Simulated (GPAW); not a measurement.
# Run report: CH$_{3}$ClSi, property calculation

The run: property calculation of CH$_{3}$ClSi. Method and program: optPBE-vdW/dzp, scalar-relativistic datasets (GPAW 26.7.0).

The geometry comes from this level: PBE0-D4/def2-TZVP.

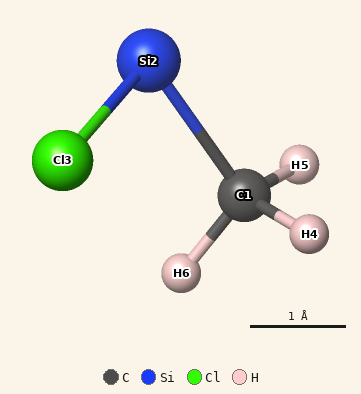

Figure 1. The structure as given in the input (ball-and-stick view, seen at a tilt; atoms are numbered from 1 in the order of the input). Bond lengths as drawn: Cl–Si 2.09 Å, C–H 1.09 to 1.10 Å and C–Si 1.89 Å.

Input file (mol_sp.py):
```python
import numpy as np
from ase.io import read, write
from ase.units import Bohr, Debye
from gpaw import GPAW
from gpaw.utilities.adjust_cell import adjust_cell

# Structure
atoms = read("mol.xyz")
adjust_cell(atoms, 5.0, h=0.2)

# Ground state
gpaw_calc = GPAW(mode="lcao",
                 nbands=-1,
                 h=0.2,
                 convergence={"density": 0.01, "eigenstates": 0.0001, "energy": 0.01},
                 basis="dzp",
                 xc={"name": "optPBE-vdW", "backend": "libvdwxc"},
                 maxiter=60,
                 txt="-")
atoms.calc = gpaw_calc

energy = atoms.get_potential_energy()
print(f"Energy = {energy:.5f} eV")
forces = atoms.get_forces()
print("Forces (eV/Ang)")
for symbol, f in zip(atoms.symbols, forces):
    print(f'{symbol:2} {f[0]:9.4f} {f[1]:9.4f} {f[2]:9.4f}')
dipole = atoms.get_dipole_moment() / Debye
print(f"Dipole = {np.linalg.norm(dipole):.3f} D")
homo, lumo = gpaw_calc.get_homo_lumo()
print(f"HOMO: {homo:.3f} eV")
print(f"LUMO = {lumo:.3f} eV")
print(f"Gap                     {lumo - homo:.3f} eV")
write("density.cube", atoms, data=gpaw_calc.get_all_electron_density(gridrefinement=2) * Bohr**3)
```

File mol.xyz:
```
6

C     -0.420900     0.376200    -0.177100
Si     0.228200    -0.642100     1.273100
Cl     1.857700    -1.533900     0.308500
H      0.353800     1.065800    -0.531400
H     -1.308700     0.949900     0.100100
H     -0.668100    -0.280000    -1.019400
```

Run on 1 thread of Arm Neoverse V2, 24 GiB of memory available, shared host.

Run as:
```bash
python3 -u mol_sp.py | tee mol_sp.out
```

Log:
```
__  _  _
 | _ |_)|_||  |
 |__||  | ||/\| - 26.7.0

units:  Angstrom and eV
cores:  1
OpenMP: False

Versions:
  Python: 3.12.14
  ASE:    3.29.0
  Numpy:  2.5.5
  Scipy:  1.18.1
  Libxc:  7.0.0

        _gpaw.cpython-312-aarch64-linux-gnu.so

Input parameters:
  mode=LCAO(),
  basis={'default': 'dzp'},
  convergence={'density': 0.01, 'eigenstates': 0.0001, 'energy': 0.01},
  h=0.2,
  maxiter=60,
  nbands=-1,
  xc=XC(name='optPBE-vdW', backend='libvdwxc')
         .--------------------------------.
        /|                                |
       / |                                |
      /  |                                |
     /   |                                |
    /    |                                |
   /     |                                |
  /      |                                |
 *       |                                |
 |       |                                |
 |       |                                |
 |       |        H  Si                   |
 |       |          C  H                  |
 |       |         H     Cl               |
 |       |                                |
 |       |                                |
 |       .--------------------------------.
 |      /                                /
 |     /                                /
 |    /                                /
 |   /                                /
 |  /                                /
 | /                                /
 |/                                /
 *--------------------------------*

Atoms  # Å, Bohr magnetons
|   | symbol |        x |        y |        z |    initial magnetic moments |
|---|--------|----------|----------|----------|-----------------------------|
| 0 |      C | 6.104600 | 7.010250 | 6.096050 | ( 0.0000,  0.0000,  0.0000) |
| 1 |     Si | 6.753700 | 5.991950 | 7.546250 | ( 0.0000,  0.0000,  0.0000) |
| 2 |     Cl | 8.383200 | 5.100150 | 6.581650 | ( 0.0000,  0.0000,  0.0000) |
| 3 |      H | 6.879300 | 7.699850 | 5.741750 | ( 0.0000,  0.0000,  0.0000) |
| 4 |      H | 5.216800 | 7.583950 | 6.373250 | ( 0.0000,  0.0000,  0.0000) |
| 5 |      H | 5.857400 | 6.354050 | 5.253750 | ( 0.0000,  0.0000,  0.0000) |

Unit cell  # Å
| periodic |         x |         y |         z |   lengths |    angles |
|----------|-----------|-----------|-----------|-----------|-----------|
|       no | 13.600000 |  0.000000 |  0.000000 | 13.600000 | 90.000000 |
|       no |  0.000000 | 12.800000 |  0.000000 | 12.800000 | 90.000000 |
|       no |  0.000000 |  0.000000 | 12.800000 | 12.800000 | 90.000000 |

Number of symmetries: 1
Symmetry operations  # r_c * U_cc + t_c -> r_c
|   | kind |            matrix            |
|---|------|------------------------------|
| 0 |  E   |  1, 0, 0,  0, 1, 0,  0, 0, 1 |

BZ-sampling:
  Number of BZ points: 1
  Number of IBZ points: 1

  Monkhorst-Pack size: [1, 1, 1]
  Monkhorst-Pack shift: [0, 0, 0]

K-points  # in reciprocal-cell coordinates
|   |                                coordinates |     weight |
|---|--------------------------------------------|------------|
| 0 | (  0.00000000,   0.00000000,   0.00000000) | 1.00000000 |

basis functions: 54
Spin-components: 1 (collinear spins)
Bands:           10
Projectors:      24
Spin-degeneracy: 2
Datatype:        <class 'float'>

  Storage: CPU
  Wave functions: 4_320 bytes (4_320 per core)

Parallelization:
  kpt:    1
  domain: 1
  band:   1

Density:
  Valence electrons: 18.0
  Components: 1
  Grid points: [68 64 64]
  Charge: 0.0  # |e|

Potential:
  Grid points: [68 64 64]

species:
  C:
    name:    Carbon
    Z:       6.0
    valence: 4
    core:    2
    charge:  0.0  # [|e|]
    file:    C.PBE.gz
    compensation charges:
      type: gauss
      rc: 0.20  # [Å]
      lmax: 2
    cutoffs:
      filter: 1.14  # [Å]
      core: 1.14  # [Å]
    projectors
    | kind |    occ | energy [eV] | rcut [Å] |
    |------|--------|-------------|----------|
    |   2s |  2.000 |     -13.751 |    0.635 |
    |   2p |  2.000 |      -5.284 |    0.635 |
    |    s |        |      13.461 |    0.635 |
    |    p |        |      21.927 |    0.635 |
    |    d |        |       0.000 |    0.635 |

    LCAO basis set for C:
      Name: dzp
      File: C.dzp.basis.gz
      Number of radial functions: 5
      Number of spherical harmonics: 13
        l=0, rc=5.5469 Bohr: 2s-sz confined orbital
        l=1, rc=6.6719 Bohr: 2p-sz confined orbital
        l=0, rc=3.0312 Bohr: 2s-dz split-valence wave
        l=1, rc=3.7500 Bohr: 2p-dz split-valence wave
        l=2, rc=6.6719 Bohr: d-type Gaussian polarization
      Number of RI-basis functions 0

  Si:
    name:    Silicon
    Z:       14.0
    valence: 4
    core:    10
    charge:  0.0  # [|e|]
    file:    Si.PBE.gz
    compensation charges:
      type: gauss
      rc: 0.33  # [Å]
      lmax: 2
    cutoffs:
      filter: 1.86  # [Å]
      core: 2.06  # [Å]
    projectors
    | kind |    occ | energy [eV] | rcut [Å] |
    |------|--------|-------------|----------|
    |   3s |  2.000 |     -10.812 |    1.058 |
    |   3p |  2.000 |      -4.081 |    1.058 |
    |    s |        |      16.399 |    1.058 |
    |    p |        |      23.130 |    1.058 |
    |    d |        |       0.000 |    1.058 |

    LCAO basis set for Si:
      Name: dzp
      File: Si.dzp.basis.gz
      Number of radial functions: 5
      Number of spherical harmonics: 13
        l=0, rc=6.8594 Bohr: 3s-sz confined orbital
        l=1, rc=9.0625 Bohr: 3p-sz confined orbital
        l=0, rc=3.8906 Bohr: 3s-dz split-valence wave
        l=1, rc=5.2344 Bohr: 3p-dz split-valence wave
        l=2, rc=9.0625 Bohr: d-type Gaussian polarization
      Number of RI-basis functions 0

  Cl:
    name:    Chlorine
    Z:       17.0
    valence: 7
    core:    10
    charge:  0.0  # [|e|]
    file:    Cl.PBE.gz
    compensation charges:
      type: gauss
      rc: 0.25  # [Å]
      lmax: 2
    cutoffs:
      filter: 1.40  # [Å]
      core: 1.49  # [Å]
    projectors
    | kind |    occ | energy [eV] | rcut [Å] |
    |------|--------|-------------|----------|
    |   3s |  2.000 |     -20.689 |    0.794 |
    |   3p |  5.000 |      -8.594 |    0.794 |
    |    s |        |       6.523 |    0.794 |
    |    p |        |      18.617 |    0.794 |
    |    d |        |       0.000 |    0.794 |

    LCAO basis set for Cl:
      Name: dzp
      File: Cl.dzp.basis.gz
      Number of radial functions: 5
      Number of spherical harmonics: 13
        l=0, rc=5.1719 Bohr: 3s-sz confined orbital
        l=1, rc=6.2656 Bohr: 3p-sz confined orbital
        l=0, rc=2.8281 Bohr: 3s-dz split-valence wave
        l=1, rc=3.5156 Bohr: 3p-dz split-valence wave
        l=2, rc=6.2656 Bohr: d-type Gaussian polarization
      Number of RI-basis functions 0

  H:
    name:    Hydrogen
    Z:       1.0
    valence: 1
    core:    0
    charge:  0.0  # [|e|]
    file:    H.PBE.gz
    compensation charges:
      type: gauss
      rc: 0.15  # [Å]
      lmax: 2
    cutoffs:
      filter: 0.85  # [Å]
      core: 0.53  # [Å]
    projectors
    | kind |    occ | energy [eV] | rcut [Å] |
    |------|--------|-------------|----------|
    |   1s |  1.000 |      -6.494 |    0.476 |
    |    s |        |      20.717 |    0.476 |
    |    p |        |       0.000 |    0.476 |

    LCAO basis set for H:
      Name: dzp
      File: H.dzp.basis.gz
      Number of radial functions: 3
      Number of spherical harmonics: 5
        l=0, rc=6.4219 Bohr: 1s-sz confined orbital
        l=0, rc=3.6094 Bohr: 1s-dz split-valence wave
        l=1, rc=6.4219 Bohr: p-type Gaussian polarization
      Number of RI-basis functions 0

Reference energy: -21506.392248  # eV

eigensolver:
  <gpaw.new.lcao.eigensolver.LCAOEigensolver object at 0xea4df3b551f0>
density mixing:
  MSR1-Mixer
  Pratt-step length: 0.05
  Maximum mixing coefficient: 0.75
  Old densities: 10
  SVD Regularization: 0.005
  Good broyden scale: 1.0
  Trust region scale: 1.0
  Backstep threshold: 4.0
  History deletion threshold: 6.0
  Fourier metric: weight=20.0, sigma=0.015

occupation numbers:
  # Zero width

FastPoissonSolver using
    Stencil: 6*3+1=19 point O(h^6) finite-difference Laplacian
    FFT axes: []
    FST axes: [np.int64(1), np.int64(2), np.int64(0)]

xc functional:
  name: vdW-optPBE with libvdwxc
  Mode: serial
  Semilocal: GGA_X_OPTPBE_VDW+LDA_C_PW with 2 nearest neighbor stencil
  Corresponding non-local functional: vdW-DF
  Local blocksize: 136 x 128 x 128
  PAW datasets: PBE
interpolation: tri-quintic # 5. degree polynomial

         .--------------------------------.
        /|                                |
       / |                                |
      /  |                                |
     /   |                                |
    /    |                                |
   /     |                                |
  /      |                                |
 *       |                                |
 |       |                                |
 |       |                                |
 |       |        H  Si                   |
 |       |          C  H                  |
 |       |         H     Cl               |
 |       |                                |
 |       |                                |
 |       .--------------------------------.
 |      /                                /
 |     /                                /
 |    /                                /
 |   /                                /
 |  /                                /
 | /                                /
 |/                                /
 *--------------------------------*

Atoms  # Å, Bohr magnetons
|   | symbol |        x |        y |        z |    initial magnetic moments |
|---|--------|----------|----------|----------|-----------------------------|
| 0 |      C | 6.104600 | 7.010250 | 6.096050 | ( 0.0000,  0.0000,  0.0000) |
| 1 |     Si | 6.753700 | 5.991950 | 7.546250 | ( 0.0000,  0.0000,  0.0000) |
| 2 |     Cl | 8.383200 | 5.100150 | 6.581650 | ( 0.0000,  0.0000,  0.0000) |
| 3 |      H | 6.879300 | 7.699850 | 5.741750 | ( 0.0000,  0.0000,  0.0000) |
| 4 |      H | 5.216800 | 7.583950 | 6.373250 | ( 0.0000,  0.0000,  0.0000) |
| 5 |      H | 5.857400 | 6.354050 | 5.253750 | ( 0.0000,  0.0000,  0.0000) |

Unit cell  # Å
| periodic |         x |         y |         z |   lengths |    angles |
|----------|-----------|-----------|-----------|-----------|-----------|
|       no | 13.600000 |  0.000000 |  0.000000 | 13.600000 | 90.000000 |
|       no |  0.000000 | 12.800000 |  0.000000 | 12.800000 | 90.000000 |
|       no |  0.000000 |  0.000000 | 12.800000 | 12.800000 | 90.000000 |

Number of symmetries: 1
Symmetry operations  # r_c * U_cc + t_c -> r_c
|   | kind |            matrix            |
|---|------|------------------------------|
| 0 |  E   |  1, 0, 0,  0, 1, 0,  0, 0, 1 |

BZ-sampling:
  Number of BZ points: 1
  Number of IBZ points: 1

  Monkhorst-Pack size: [1, 1, 1]
  Monkhorst-Pack shift: [0, 0, 0]

K-points  # in reciprocal-cell coordinates
|   |                                coordinates |     weight |
|---|--------------------------------------------|------------|
| 0 | (  0.00000000,   0.00000000,   0.00000000) | 1.00000000 |

basis functions: 54
Spin-components: 1 (collinear spins)
Bands:           10
Projectors:      24
Spin-degeneracy: 2
Datatype:        <class 'float'>

  Storage: CPU
  Wave functions: 4_320 bytes (4_320 per core)

Parallelization:
  kpt:    1
  domain: 1
  band:   1

Density:
  Valence electrons: 18.0
  Components: 1
  Grid points: [68 64 64]
  Charge: 0.0  # |e|

Potential:
  Grid points: [68 64 64]

species:
  C:
    name:    Carbon
    Z:       6.0
    valence: 4
    core:    2
    charge:  0.0  # [|e|]
    file:    C.PBE.gz
    compensation charges:
      type: gauss
      rc: 0.20  # [Å]
      lmax: 2
    cutoffs:
      filter: 1.14  # [Å]
      core: 1.14  # [Å]
    projectors
    | kind |    occ | energy [eV] | rcut [Å] |
    |------|--------|-------------|----------|
    |   2s |  2.000 |     -13.751 |    0.635 |
    |   2p |  2.000 |      -5.284 |    0.635 |
    |    s |        |      13.461 |    0.635 |
    |    p |        |      21.927 |    0.635 |
    |    d |        |       0.000 |    0.635 |

    LCAO basis set for C:
      Name: dzp
      File: C.dzp.basis.gz
      Number of radial functions: 5
      Number of spherical harmonics: 13
        l=0, rc=5.5469 Bohr: 2s-sz confined orbital
        l=1, rc=6.6719 Bohr: 2p-sz confined orbital
        l=0, rc=3.0312 Bohr: 2s-dz split-valence wave
        l=1, rc=3.7500 Bohr: 2p-dz split-valence wave
        l=2, rc=6.6719 Bohr: d-type Gaussian polarization
      Number of RI-basis functions 0

  Si:
    name:    Silicon
    Z:       14.0
    valence: 4
    core:    10
    charge:  0.0  # [|e|]
    file:    Si.PBE.gz
    compensation charges:
      type: gauss
      rc: 0.33  # [Å]
      lmax: 2
    cutoffs:
      filter: 1.86  # [Å]
      core: 2.06  # [Å]
    projectors
    | kind |    occ | energy [eV] | rcut [Å] |
    |------|--------|-------------|----------|
    |   3s |  2.000 |     -10.812 |    1.058 |
    |   3p |  2.000 |      -4.081 |    1.058 |
    |    s |        |      16.399 |    1.058 |
    |    p |        |      23.130 |    1.058 |
    |    d |        |       0.000 |    1.058 |

    LCAO basis set for Si:
      Name: dzp
      File: Si.dzp.basis.gz
      Number of radial functions: 5
      Number of spherical harmonics: 13
        l=0, rc=6.8594 Bohr: 3s-sz confined orbital
        l=1, rc=9.0625 Bohr: 3p-sz confined orbital
        l=0, rc=3.8906 Bohr: 3s-dz split-valence wave
        l=1, rc=5.2344 Bohr: 3p-dz split-valence wave
        l=2, rc=9.0625 Bohr: d-type Gaussian polarization
      Number of RI-basis functions 0

  Cl:
    name:    Chlorine
    Z:       17.0
    valence: 7
    core:    10
    charge:  0.0  # [|e|]
    file:    Cl.PBE.gz
    compensation charges:
      type: gauss
      rc: 0.25  # [Å]
      lmax: 2
    cutoffs:
      filter: 1.40  # [Å]
      core: 1.49  # [Å]
    projectors
    | kind |    occ | energy [eV] | rcut [Å] |
    |------|--------|-------------|----------|
    |   3s |  2.000 |     -20.689 |    0.794 |
    |   3p |  5.000 |      -8.594 |    0.794 |
    |    s |        |       6.523 |    0.794 |
    |    p |        |      18.617 |    0.794 |
    |    d |        |       0.000 |    0.794 |

    LCAO basis set for Cl:
      Name: dzp
      File: Cl.dzp.basis.gz
      Number of radial functions: 5
      Number of spherical harmonics: 13
        l=0, rc=5.1719 Bohr: 3s-sz confined orbital
        l=1, rc=6.2656 Bohr: 3p-sz confined orbital
        l=0, rc=2.8281 Bohr: 3s-dz split-valence wave
        l=1, rc=3.5156 Bohr: 3p-dz split-valence wave
        l=2, rc=6.2656 Bohr: d-type Gaussian polarization
      Number of RI-basis functions 0

  H:
    name:    Hydrogen
    Z:       1.0
    valence: 1
    core:    0
    charge:  0.0  # [|e|]
    file:    H.PBE.gz
    compensation charges:
      type: gauss
      rc: 0.15  # [Å]
      lmax: 2
    cutoffs:
      filter: 0.85  # [Å]
      core: 0.53  # [Å]
    projectors
    | kind |    occ | energy [eV] | rcut [Å] |
    |------|--------|-------------|----------|
    |   1s |  1.000 |      -6.494 |    0.476 |
    |    s |        |      20.717 |    0.476 |
    |    p |        |       0.000 |    0.476 |

    LCAO basis set for H:
      Name: dzp
      File: H.dzp.basis.gz
      Number of radial functions: 3
      Number of spherical harmonics: 5
        l=0, rc=6.4219 Bohr: 1s-sz confined orbital
        l=0, rc=3.6094 Bohr: 1s-dz split-valence wave
        l=1, rc=6.4219 Bohr: p-type Gaussian polarization
      Number of RI-basis functions 0

Reference energy: -21506.392248  # eV

eigensolver:
  <gpaw.new.lcao.eigensolver.LCAOEigensolver object at 0xea4df19e6600>
density mixing:
  MSR1-Mixer
  Pratt-step length: 0.05
  Maximum mixing coefficient: 0.75
  Old densities: 10
  SVD Regularization: 0.005
  Good broyden scale: 1.0
  Trust region scale: 1.0
  Backstep threshold: 4.0
  History deletion threshold: 6.0
  Fourier metric: weight=20.0, sigma=0.015

occupation numbers:
  # Zero width

FastPoissonSolver using
    Stencil: 6*3+1=19 point O(h^6) finite-difference Laplacian
    FFT axes: []
    FST axes: [np.int64(1), np.int64(2), np.int64(0)]

xc functional:
  name: vdW-optPBE with libvdwxc
  Mode: serial
  Semilocal: GGA_X_OPTPBE_VDW+LDA_C_PW with 2 nearest neighbor stencil
  Corresponding non-local functional: vdW-DF
  Local blocksize: 136 x 128 x 128
  PAW datasets: PBE
interpolation: tri-quintic # 5. degree polynomial

Initialization done in: 7.509 s

convergence criteria:
- Maximum integral of absolute [dens]ity change: 0.01 electrons / valence electron
- Maximum integral of absolute [eigenst]ate change: 0.0001 eV^2 / valence electron
- Maximum [total energy] change in last 3 cyles: 0.01 eV / valence electron
maximum number of iterations: 60

SCF iterations
|iter     |     time |      energy | eigst |  dens |
|---------|----------|-------------|-------|-------|
|iter:   1| 00:00:08 |  -47.219309 |      c|       |
|iter:   2| 00:00:10 |  -46.781879 |      c| -0.76 |
|iter:   3| 00:00:13 |  -45.178850 |      c| -0.80 |
|iter:   4| 00:00:15 |  -45.160604 |      c| -1.41 |
|iter:   5| 00:00:18 |  -45.157918c|      c| -1.86 |
|iter:   6| 00:00:20 |  -45.157925c|      c| -2.70c|

Converged in 6 steps
SCF loop duration: 12.046 s (2.008 s/step)
Energy contributions relative to reference atoms: (reference = -21506.392248)

Energy contributions:
  Kinetic:          31.994303
  Coulomb:         -32.793471
  Zero:              0.249096
  External:          0.000000
  Xc:              -44.607853
  Entropy:           0.000000
  Spinorbit:         0.000000
  ----------------------------
  Free energy:     -45.157925
  Extrapolated:    -45.157925

dipole moment: (-0.198126, 0.191228, -0.111624)  # |e|*Ang

Fermi level: -4.289
Eigenvalues  # (at kpt = [0.000, 0.000, 0.000])
| band index |      eig [eV] | occ [0-2] |
|------------|---------------|-----------|
|          0 |       -20.253 |     2.000 |
|          1 |       -17.448 |     2.000 |
|          2 |       -11.707 |     2.000 |
|          3 |       -10.252 |     2.000 |
|          4 |       -10.180 |     2.000 |
|          5 |        -8.636 |     2.000 |
|          6 |        -7.927 |     2.000 |
|          7 |        -7.577 |     2.000 |
|          8 |        -5.408 |     2.000 |
|          9 |        -3.170 |     0.000 |

Gap: 2.239 eV
Transition (v -> c):
  (s=0, k=0, n=8, [0.00, 0.00, 0.00]) -> (s=0, k=0, n=9, [0.00, 0.00, 0.00])
No difference between direct/indirect transitions
vacuum-level: 0.000  # V
Energy = -45.15792 eV

Forces  # eV/Ang
|        x |        y |        z |
|----------|----------|----------|
|  0.09913 | -0.14157 |  0.19610 |  # C    0
| -0.43386 |  0.03186 |  0.82826 |  # Si   1
|  0.61307 | -0.33362 | -0.38002 |  # Cl   2
|  0.51102 |  0.46511 | -0.23477 |  # H    3
| -0.62004 |  0.40715 |  0.19251 |  # H    4
| -0.16534 | -0.43646 | -0.55916 |  # H    5

Force computation time: 0.141  # s
Forces (eV/Ang)
C     0.0991   -0.1416    0.1961
Si   -0.4339    0.0319    0.8283
Cl    0.6131   -0.3336   -0.3800
H     0.5110    0.4651   -0.2348
H    -0.6200    0.4071    0.1925
H    -0.1653   -0.4365   -0.5592
Dipole = 1.427 D
HOMO: -5.408 eV
LUMO = -3.170 eV
Gap                     2.239 eV
```

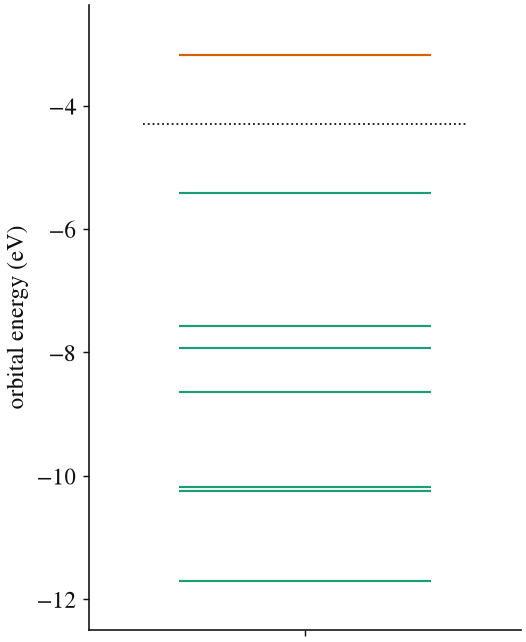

Figure 2. Orbital energies near the frontier; the dotted line parts filled from empty levels, and levels within 0.02 eV of each other stand side by side. Highest filled −5.41 eV, lowest empty −3.17 eV, 2.24 eV apart.

Key numbers:

- outcome: converged
- energy relative to the program's reference atoms: −45.1579 eV
- basis functions: 54
- largest force: 0.936 eV/Å
- HOMO: −5.41 eV
- LUMO: −3.17 eV
- dipole moment: 1.43 D
- wall time: 21 s
- peak memory: 1.5 GiB

Settings chosen away from the usual ones: conv set to {"density": 0.01, "eigenstates": 0.0001, "energy": 0.01}; nbands set to -1.
